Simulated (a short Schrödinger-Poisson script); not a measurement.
System: gated Al0.4Ga0.6N/GaN polarisation-induced gas, at 300 K.

| layer | material | thickness (nm) | Na (cm⁻³) |
|---|---|---|---|
| 1 | Al0.4Ga0.6N | 30 | - |
| 2 | GaN | 6000 | 4e14 |

Constants are typed, rounded textbook-type inputs, not results; the design itself was drawn at random and stands for no fabricated device. Al0.4Ga0.6N: permittivity 9.26, conduction-band edge (eV) 0.58, gap (eV) 4.258, electron mass (mₑ) 0.248, Nv at 300 K (cm⁻³) 4.6e19. GaN: permittivity 9.5, conduction-band edge (eV) 0, gap (eV) 3.43, Nv at 300 K (cm⁻³) 4.6e19.

Channel valleys (confinement mass, in-plane density-of-states mass, number): Γ 0.2, 0.2, 1. At the gate the conduction-band edge of layer 1 lies 1.36 eV − eVg above the Fermi level of the channel; the field vanishes at the back. Sheet of polarisation charge: +2e13 e/cm² at 30 nm from the gate. The barrier under the gate holds no holes. Gaps are held at their typed values at every temperature. Mesh 0.08 nm at interfaces.

Solved with a short Schrödinger-Poisson script written for these runs: 1D Poisson equation in equilibrium, electrons quantum, Hartree plus LDA exchange-correlation (BenDaniel-Duke, 40 states a valley, the channel's in-plane mass for all, wave functions free to enter the barrier), parabolic valleys, classical holes, full ionisation, no traps, pinning or gate leakage.

Only gate voltages with over 1e8 electrons/cm² are shown.

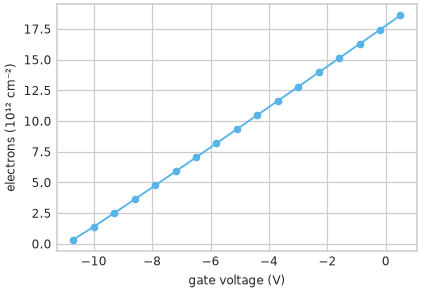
Fig. 1. Sheet density against gate voltage

| Vg (V) | electrons (cm⁻²) | in the channel layer | C (μF/cm²) | Γ E0 (meV) | Γ E1 (meV) |
|---|---|---|---|---|---|
| 0.5 | 1.86e13 | 1.69e13 | 0.267 | -194.4 | -8.8 |
| -0.9 | 1.63e13 | 1.51e13 | 0.266 | -171.5 | -0.7 |
| -2.3 | 1.40e13 | 1.31e13 | 0.265 | -147.9 | 7.2 |
| -3.7 | 1.16e13 | 1.11e13 | 0.264 | -123.7 | 15.3 |
| -5.1 | 9.34e12 | 8.99e12 | 0.263 | -98.9 | 23.5 |
| -6.5 | 7.04e12 | 6.85e12 | 0.262 | -73.1 | 32.0 |
| -7.9 | 4.76e12 | 4.67e12 | 0.260 | -45.4 | 41.2 |
| -9.3 | 2.50e12 | 2.48e12 | 0.255 | -12.1 | 52.8 |
| -10.7 | 3.48e11 | 3.47e11 | 0.221 | 59.4 | 89.9 |

Subbands count from the Fermi level.
